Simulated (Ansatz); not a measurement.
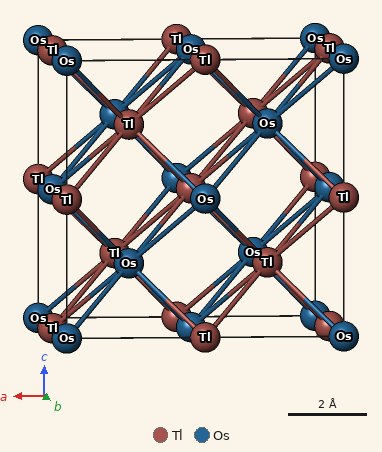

This is the input geometry for a relaxation of a crystal of TlOs (built on the NaTl (B32)_227 type) (coarse preliminary run). A ball-and-stick model of the conventional cell (4 times the calculation's cell), seen from a free direction. Lengths and directions refer to the drawn axes.

Case: NaTl (B32) type (Fd-3m, No. 227).

Method: DFT PBE, scalar-relativistic, plane waves, PAW in Ansatz.

Input
```yaml
crystal:
  lattice:
    - [0.0, 3.5721181083, 3.5721181083]
    - [3.5721181083, 0.0, 3.5721181083]
    - [3.5721181083, 3.5721181083, 0.0]
  atoms:
    - { symbol: Tl, position: [0.5, 0.5, 0.5] }
    - { symbol: Tl, position: [0.75, 0.75, 0.75] }
    - { symbol: Os, position: [0.0, 0.0, 0.0] }
    - { symbol: Os, position: [0.25, 0.25, 0.25] }
basis:
  ecutwfc: 420
kpoints:
  mp_grid: { grid: [4, 4, 4] }
hamiltonian:
  xc: pbe
scf:
  occupations: { method: gaussian, width: 0.1 }
  lower_state_search: "off"
output:
  forces: true
  stress: true
  eigenvalues: true
relax:
  adjacent_minimum: "off"
  f_tol: 0.04
  max_steps: 70
  cell: { stress_tol: 0.4 }
```

Run as
```bash
ansatz run input.yaml --threads 1 --pin off --max-ram 2560MiB --backend cpu --events-out ev --progress --plain --runs-dir out
```

Predict the outcome.

The atoms keep their places relative to the cell (all moves are under 0.005 Å). The drawn cell changes as follows: a = b = c 7.144 → 6.722 Å (−5.9 %); the volume changes by −16.7 %. Some distances before and after: Tl1–Os4 3.094 → 2.911 Å, Os3–Os4 3.094 → 2.911 Å, Tl1–Tl2 3.094 → 2.911 Å. The space group stays Fd-3m (No. 227). Over 3 accepted moves (4 points after the start) the energy falls by 236 meV per atom. All forces vanish by symmetry, so only the cell relaxes. The pressure goes from −16.15 to −0.22 GPa. The SCF was repeated once at an unchanged geometry on a basis and grid sized afresh for the cell, which shifted the energy by 1.3 meV per atom at most.

Final geometry:

```xyz
4
Lattice="0.0000 3.3609 3.3609 3.3609 0.0000 3.3609 3.3609 3.3609 0.0000" Properties=species:S:1:pos:R:3 pbc="T T T"
Tl    3.3609    3.3609    3.3609
Tl    5.0414    5.0414    5.0414
Os    6.7219    6.7219    6.7219
Os    1.6805    1.6805    1.6805
```

The end point in the same view:

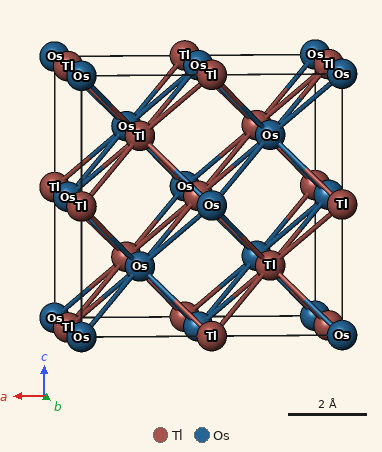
